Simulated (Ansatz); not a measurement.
System: C3H5F2 (SMILES C[CH]C(F)F) (doublet).

```xyz
10

C     0.4871    0.2707    0.8060
C     0.5368    1.4442   -0.1040
C    -0.2674    1.4577   -1.3513
F    -1.6109    1.5278   -1.0597
F    -0.0913    0.2984   -2.0538
H    -0.4480    0.2710    1.4028
H     1.3277    0.2662    1.5156
H     0.4940   -0.6708    0.2340
H     0.9693    2.3925    0.2269
H    -0.0278    2.3042   -2.0176
```

Geometry: B3LYP-D3(BJ)/def2-SVP.

Level of theory: Ansatz 0.2.0, isolated molecule in a Gaussian basis; Kohn-Sham density functional theory, functional PBE0.

**What will maps of the electron density, electron localisation function and spin density show?**

C–C (1.48 Å): ρ at the midpoint is about 1.9 e/Å³; the ELF peaks at about 0.95 between the atoms; localised, covalent bonding.
C–H (1.09 Å): ρ at the midpoint is about 2 e/Å³; the ELF climbs to about 1 towards the hydrogen, as it does in any bond to H (a covalent bond by its length).
The unpaired spin (1 electron) lies mostly on C2 (about 0.7), in electrons by Hirshfeld's partition.

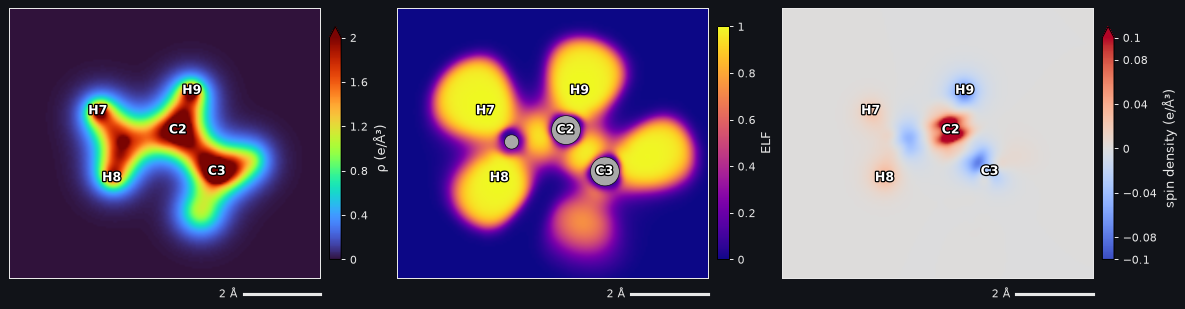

Computed electron density, electron localisation function and spin density on the plane of atoms C3, C2 and H9, in this order. Grey discs cover the atomic cores in the ELF map. 
